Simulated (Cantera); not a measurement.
Charge: 1 mol Si2H6, 0.023 mol HCl, 380 mol H2, at 95000 Pa.

Method: chemical equilibrium by Gibbs-energy minimisation in Cantera with the NASA 1993 tables (ideal gas, pure condensed phases). Candidate condensed phases: Si; 19 gas species. The feed counts by its element totals alone. Gases not in the tables: Si2H6 and higher silanes. Kinetics and transport are ignored.

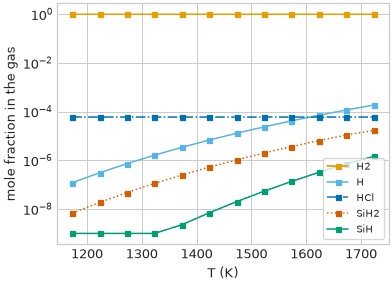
*Equilibrium gas composition (values under 1e-9 drawn at 1e-9)*

Question: Read off the mole fractions at 1673 K.

Answer: H2 about 1.00, H about 0.00012, HCl about 6.0e-5, SiH2 about 1.1e-5, SiH about 7.2e-7.
